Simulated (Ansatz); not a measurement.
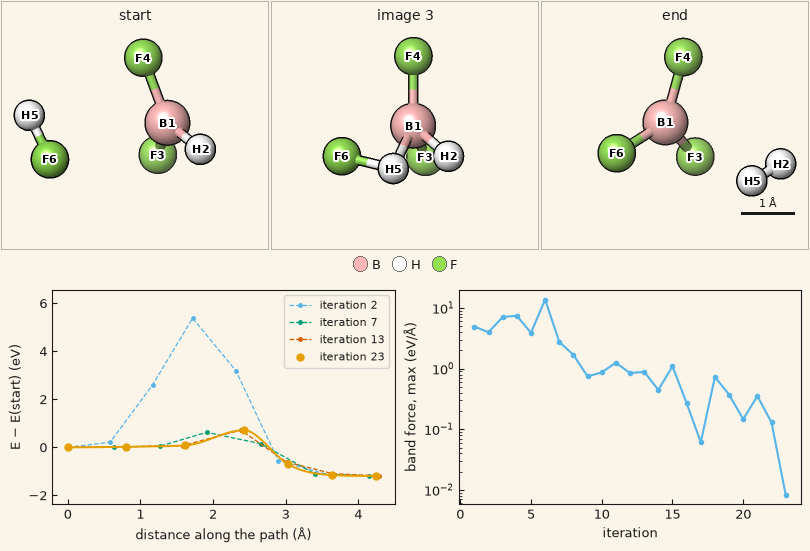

NEB run on BH2F3, made up of BHF2 and HF. Images are numbered from 0 (start) to 6 (end). The plot follows the band through its iterations. A ball-and-stick model, seen from a free direction.

Method: RKS PBE0-D4/def2-SVP (Ansatz). Settings: 5 movable images; climbing image.

Judge this run.

The run is converged, with reservations. The band converged in 23 iterations. The largest component of the band force went from 5 to 0.0084 eV/Å. The climbing image converged on the top of the path. Its curvatures weren't checked. The largest force component is 0.27 eV/Å at the start and 0.37 eV/Å at the end; an end with forces this large is no minimum, and the barrier measured from it can be far off. The first iteration put the highest image at 6.68 eV. The energy climbs by 0.72 eV to image 3 and then falls by 1.90 eV, so the end point sits at −1.19 eV.

Limits of the set-up: the start holds two separate molecules, 2.5 Å apart at their closest, whose relative position is a soft coordinate.

The run took 120 s on 2 threads of Arm Neoverse V1 (shared host).
